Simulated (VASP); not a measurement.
Band structure of ScTe (relaxed from the CsCl type structure, space group Pm-3m). Level of theory: LDA (Ceperley-Alder, Perdew-Zunger), VASP's LDA PAW potentials (set 64) (plane waves; VASP).

Unless said otherwise, spin-orbit coupling is left out, though it shifts the bands of the heavy elements here.

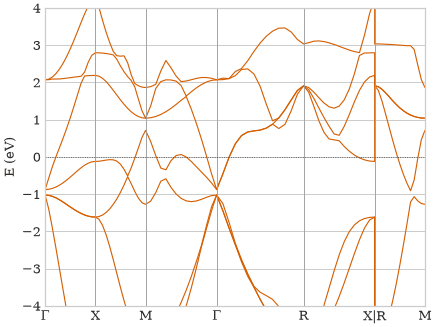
Bands along high-symmetry lines, zero at the valence-band maximum or, without a gap, the Fermi level

Question: Read the plot: is there a gap, and where are the band edges?

Answer: It has no gap at this level: it comes out as a metal or semimetal. (Edges off the drawn lines would not show.)

The structure was generated: ScTe was put into the CsCl type type (Pm-3m), which need not be its known phase. It was relaxed first, which changed the volume by -31 %. The electron count is odd and the run is not spin-polarised, which forces a metal.
